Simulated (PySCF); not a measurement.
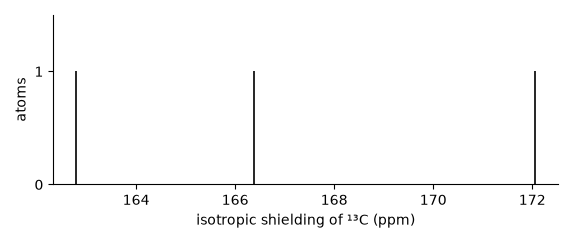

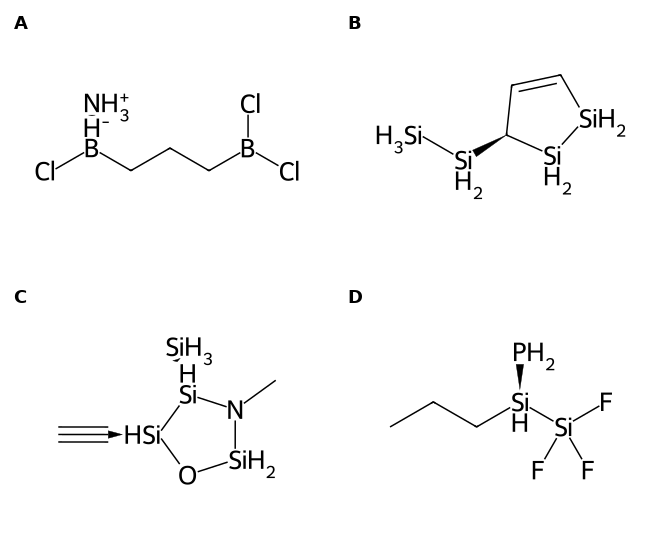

The sticks are computed shieldings of one of the molecules, for one fixed geometry (GFN2-xTB) without averaging over rotations. Low shielding means a high chemical shift. Method: GIAO PBE0/pcSseg-1 NMR shielding, non-relativistic, gas phase (PySCF 2.14.0).

Question: Which molecule gives this pattern?

Answer: D, `CCC[Si@@H](P)[Si](F)(F)F`. Its 3 C atoms give lines at 162.8, 166.4, 172.1 ppm.

The geometry is semi-empirical. Around B, P, Si such bond lengths and angles can be off by a tenth of an ångström or more and by several degrees, and values that hang on the shape move with them.
